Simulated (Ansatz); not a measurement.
# How strongly the parts of twisted Zr2CO2 MXene bilayer, 38.21° (70 atoms) bind: runs compared

Aim: the interaction energy between the two parts of twisted Zr2CO2 MXene bilayer, 38.21° (70 atoms) and its distance dependence.

Computed with Ansatz 0.2.0: Kohn-Sham DFT, revPBE+D4, PAW (set soft_2), plane waves.

## 1. The cell as built

The cell holds 70 atoms: 14 C, 28 Zr and 28 O. Its edges and angles: a = 8.757 Å, b = 8.757 Å, c = 26.080 Å, α = 90.0°, β = 90.0°, γ = 120.0°. It derives from Zr2CO2 (Zr2CO2 MXene). Zr2CO2 MXene (a = 3.31 Å) under Zr2CO2 MXene (a = 3.31 Å), bilayer, commensurate cell of 7 unit cells a layer, twist 38.21 deg; facing planes 2.88 Å apart; 14 Å of vacuum; layers as built, displaced by a Gaussian of 0.01 Å. Regions: layer 1, 35 atoms (7 C, 14 Zr and 14 O); layer 2, 35 atoms (7 C, 14 Zr and 14 O). Vacuum lies along c.

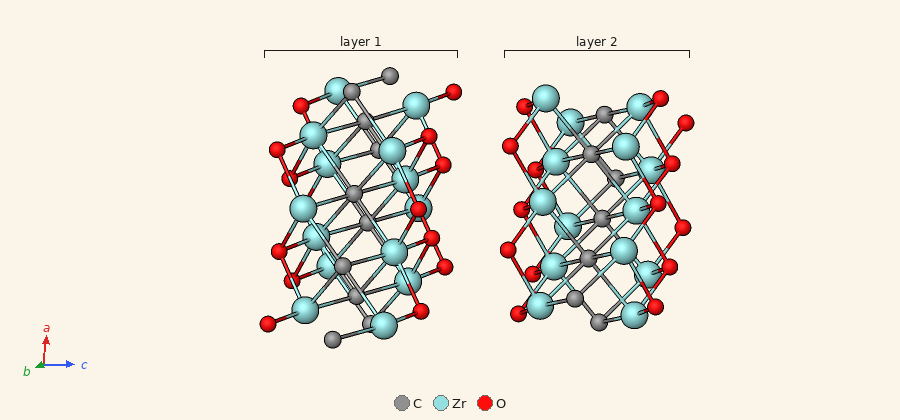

The cell as built. Some periodic images of atoms are drawn too.

## 2. The reference run

The reference is a single point at the end of the relaxation.

The parts (lower: layer 1 and upper: layer 2) keep their atoms where they stand in it, and shifted cells move the upper part rigidly.

Its input, with most atom lines left out:

```yaml
crystal:
  lattice:
    - [8.7574, 0.0, 0.0]
    - [-4.3787, 7.58413, 0.0]
    - [0.0, 0.0, 26.08]
  atoms:
    - { symbol: C, position: [4.0e-05, 0.00038, 0.3576] }
    - { symbol: Zr, position: [0.19049, 0.23788, 0.41086] }
    - { symbol: Zr, position: [0.238, 0.04774, 0.30413] }
    - { symbol: O, position: [0.23885, 0.04713, 0.44545] }
    - { symbol: O, position: [0.1905, 0.23845, 0.26919] }
    - { symbol: C, position: [0.1427, 0.42906, 0.35758] }
    - { symbol: Zr, position: [0.33352, 0.66692, 0.41097] }
    [... atom lines 8 to 70 left out ...]
kpoints:
  mp_grid: { grid: [3, 3, 1] }
hamiltonian:
  xc: revpbe
  dispersion: d4
scf:
  occupations: { method: fermi_dirac, width: 0.025 }
output:
  forces: true
  populations: true
  dos:
    method: { smearing: { sigma: 0.15 } }
    de: 0.1
    projected:
      site_lists:
        C: [C]
        O: [O]
        Zr: [Zr]
        layer_1: [0, 1, 2, 3, 4, 5, 6, 7, 8, 9, 10, 11, 12, 13, 14, 15, 16, 17, 18, 19, 20, 21, 22, 23, 24, 25, 26, 27, 28, 29, 30, 31, 32, 33, 34]
        layer_2: [35, 36, 37, 38, 39, 40, 41, 42, 43, 44, 45, 46, 47, 48, 49, 50, 51, 52, 53, 54, 55, 56, 57, 58, 59, 60, 61, 62, 63, 64, 65, 66, 67, 68, 69]
  eigenvalues: true
  write_density: true
  write_potential: true
  volumetric_format: npy
  elf: true
```

| Item | Value |
| --- | --- |
| free energy per atom | -1954.8796 eV/atom |
| r.m.s. force component | 0.00979 eV/Å |

Filled and empty levels are parted by 1.12 eV (on the run's k-points); a semilocal functional tends to put such gaps too low.

## 3. The runs

Each row is one run, on 4 threads of Arm Neoverse V1, shared host. The free energy is the program's total, comparable only between runs with the same functional, potentials and atoms, or as a whole against its parts.

```
                                 run  atoms    outcome  ionic steps, all passes  free energy (eV)     time  host memory (GiB)
           Single point at the start     70  converged                        -       -136841.200  2.3 min                9.6
                          Relaxation     70  converged                        3       -136841.575  6.8 min                9.7
Single point at the relaxed geometry     70  converged                        -       -136841.575  4.7 min                 10
                The lower part alone     35  converged                        -        -68420.225     90 s                5.5
                The upper part alone     35  converged                        -        -68420.225     91 s                5.5
          Upper part moved by +0.3 Å     70  converged                        -       -136841.480  2.7 min                9.6
          Upper part moved by -0.3 Å     70  converged                        -       -136841.431  2.7 min                9.6
          Upper part moved by +0.8 Å     70  converged                        -       -136841.219  2.7 min                9.6
          Upper part moved by +1.6 Å     70  converged                        -       -136840.890    3 min                9.6
```

In some runs the program notes that the exchange-correlation potential is rough where the density is thin.

## 4. Interaction energy

Whole cell less its two parts, each frozen at the geometry of the whole and solved in the same cell with the same functional, so that energy zeros cancel. The upper part is 'layer 2' and the lower part 'layer 1'. The nearest atoms of the two parts stand 2.90 Å apart. The face is 66.42 Å².

```
functional  interaction energy (eV)  of it, the added dispersion term (eV)  per area (meV/Å²)  per area (J/m²)  per atom of the upper part (meV)
 revPBE+D4                   -1.125                                 -1.715              -16.9            -0.27                             -32.1
```

## 5. Energy against separation

The upper part is moved rigidly along the normal from its place in the reference.

```
shift (Å)  energy change (eV)  per area (meV/Å²)  share of the binding lost (%)  gap (eV)
     -0.3               0.144               2.16                              -                1.11
     +0.0               0.000               0.00                              -                1.12
     +0.3               0.094               1.42                              8                1.12
     +0.8               0.355               5.35                             32                1.12
     +1.6               0.684              10.30                             61                1.12
```

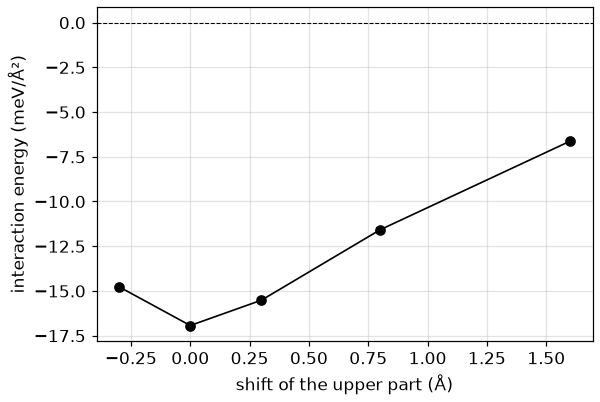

Interaction energy against the shift of the upper part; zero is the parts apart.

## 6. Levels of whole and parts

```
      cell  gap (eV)  vacuum level at the upper face, over the highest filled level, or over E_F where no gap is given (eV)  moment (μB)
     whole                1.12                                                                                                   5.19      no spin
lower part                1.12                                                                                                   5.15      no spin
upper part                1.12                                                                                                   5.18      no spin
```

## 7. Findings

The parts bind with 16.9 meV/Å² (1.12 eV for the cell) at the level revPBE+D4, the size of van der Waals binding between sheets. The added dispersion term contributes -1.715 eV, the functional itself 0.590 eV. The curvature over ±0.3 Å is 0.64×10²⁰ N/m³, and the energy rises faster on the near side. At +1.6 Å, 61 % of the binding is lost; the shift also narrows the vacuum to the periodic image. On the run's k-points the gap of the whole, 1.12 eV, lies 0.0038 eV under the smaller of the parts'.

**Limits.** The parts are frozen, so the energy of their deformation isn't counted. No correction is made for dipoles across the vacuum, and the parts also feel their periodic images through it.

The DFT runs together took 28 min of wall time.

[Logs are printed without paths, hosts, clocks, repeated set-up lines and the standing remarks that a program may print on its own settings, such as how far it seeks lower states.]

[Hosts, paths, dates, database ids (printed as entryN), source tags and the programs' standing remarks are cut or masked in the printed files.]
